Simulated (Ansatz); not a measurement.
**Si, response to strain**

Start from Si in the diamond structure (space group Fd-3m, No. 227; a = 5.444 Å). Axes: x, y, z lie along the cube axes.

Strains are applied to the cell and any free atomic positions relax; under biaxial strain the out-of-plane vector relaxes too.

Computed with r2SCAN in Ansatz (plane waves to 500 eV, PAW, spin-orbit coupling left out).

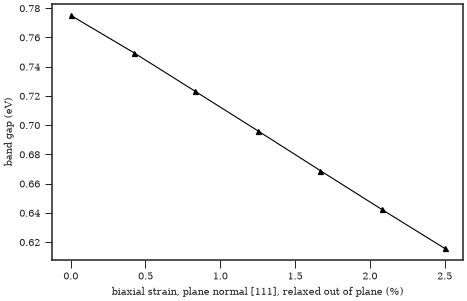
Figure: Band gap against biaxial strain, plane normal [111], relaxed out of plane

```json
[
 {"biaxial strain, plane normal [111], relaxed out of plane (%)": "0.42", "band gap": "0.75 eV"},
 {"biaxial strain, plane normal [111], relaxed out of plane (%)": "0.83", "band gap": "0.72 eV"},
 {"biaxial strain, plane normal [111], relaxed out of plane (%)": "1.25", "band gap": "0.70 eV"},
 {"biaxial strain, plane normal [111], relaxed out of plane (%)": "1.67", "band gap": "0.67 eV"},
 {"biaxial strain, plane normal [111], relaxed out of plane (%)": "2.08", "band gap": "0.64 eV"},
 {"biaxial strain, plane normal [111], relaxed out of plane (%)": "2.5", "band gap": "0.62 eV"}
]
```

No phonon test of stability was made.

Ansatz is a program for electronic structure.
